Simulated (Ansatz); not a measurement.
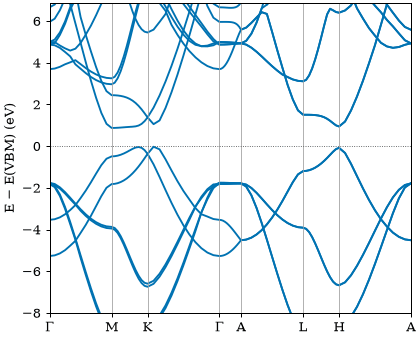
Fig. 1. Band structure from r²SCAN+D4 (plane waves, PAW; program Ansatz)

**Question.** Read off the gap and where the band edges lie.

**Answer.** About 0.9 eV (0.87 eV by a search for the band edges); maximum on the K–Γ line, 11 % of the way from K, minimum at M.

The material is BP in space group P6_3/mmc (No. 194; B on 2c, P on 2d).

The start of the workflow was typed in or built on a structure type; neither database checked (COD, Materials Project) lists it. It is not the phase usual at ambient conditions (space group No. 216). Symmetry was held in the r²SCAN+D4 relaxation; its stability against distortions is not shown here.

Potentials: the earlier of the program's two PAW sets.
